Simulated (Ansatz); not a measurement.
System: C3H6F2Si.

Input

```
crystal:
  periodic: [false, false, false]
  atoms:
    - { symbol: F, position_ang: [-1.6789, 1.0265, 1.5375] }
    - { symbol: C, position_ang: [-0.4242, 0.892, 1.2543] }
    - { symbol: C, position_ang: [-0.0181, 0.161, 0.2121] }
    - { symbol: Si, position_ang: [-1.0489, -0.6875, -0.9458] }
    - { symbol: C, position_ang: [1.4761, -0.0315, -0.0752] }
    - { symbol: F, position_ang: [2.2391, 0.6585, 0.8521] }
    - { symbol: H, position_ang: [0.2219, 1.4233, 1.9776] }
    - { symbol: H, position_ang: [-1.9174, -1.6769, -0.231] }
    - { symbol: H, position_ang: [-1.9797, 0.2993, -1.6061] }
    - { symbol: H, position_ang: [-0.3069, -1.4152, -1.9316] }
    - { symbol: H, position_ang: [1.7525, -1.079, 0.018] }
    - { symbol: H, position_ang: [1.7615, 0.3743, -1.0279] }
basis:
  gaussian: { orbitals: def2-SVP }
hamiltonian:
  xc: lda
relax:
  f_tol: 0.02
  max_steps: 50
output:
  orbitals: {}
```

Command:

```sh
ansatz run input.yaml --threads 2 --pin off --max-ram 3072MiB --backend cpu --events-out ev --progress --plain --runs-dir out
```

The fields are those of the relaxed geometry.

Method: RKS LDA/def2-SVP in Ansatz 0.2.0.

### What can the converged electron density and electron localisation function tell about the bonding?

C–F (1.33 Å): the density is about 2.3 e/Å³ at the midpoint, with its minimum of 1.8 e/Å³ about 0.5 Å from C; the ELF peaks at about 0.90 between the atoms; a polar covalent bond.
C–C (1.34 Å): ρ is about 2.3 e/Å³ halfway; the ELF peaks at about 0.90 between the atoms: a multiple bond.
C–Si (1.87 Å): ρ is about 0.92 e/Å³ halfway; the ELF peaks at about 0.95 between the atoms (a covalent bond).
C–H (1.11 Å): ρ at the midpoint is about 2 e/Å³; the ELF climbs to about 1 towards the hydrogen, as it does in any bond to H; an ordinary covalent bond to hydrogen.

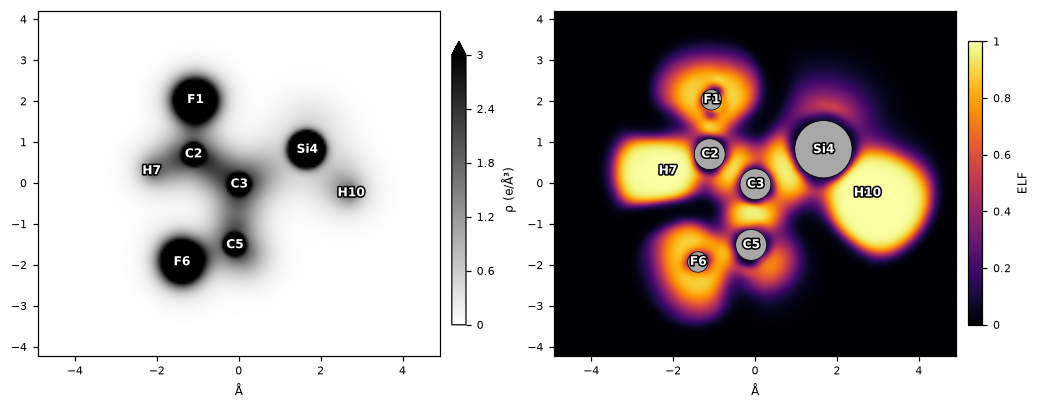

Computed electron density and electron localisation function on the plane of atoms C2, C3 and C5, in this order. Grey discs cover the atomic cores in the ELF map. 
